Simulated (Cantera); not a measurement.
Input: 1 mol Si, 5.5 mol HBr, 12 mol H₂, at 1000 Pa.

Equilibrium computed with Cantera from the NASA thermochemical tables; the gas is ideal and each condensed phase is pure. Candidate condensed phases: Br₂, Si; 19 gas species. The tables' values for SiBr₃, SiBr are old estimates; treat these amounts as uncertain. The numbers say what is thermodynamically allowed, not how fast it happens.

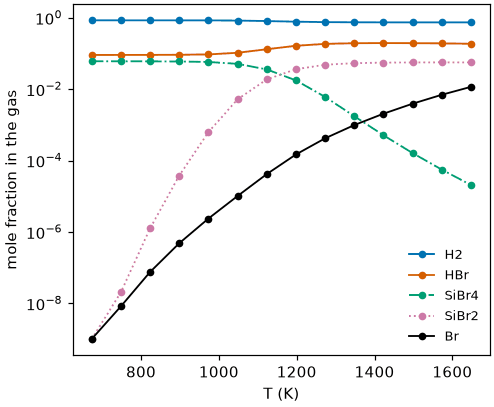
Fig. 1. Equilibrium gas composition (values under 1e-9 drawn at 1e-9)

Problem. Read off the mole fractions at 1348 K.

Solution. H₂ about 0.75, HBr about 0.19, SiBr₂ about 0.054, SiBr₄ about 0.0018, Br about 0.00099.
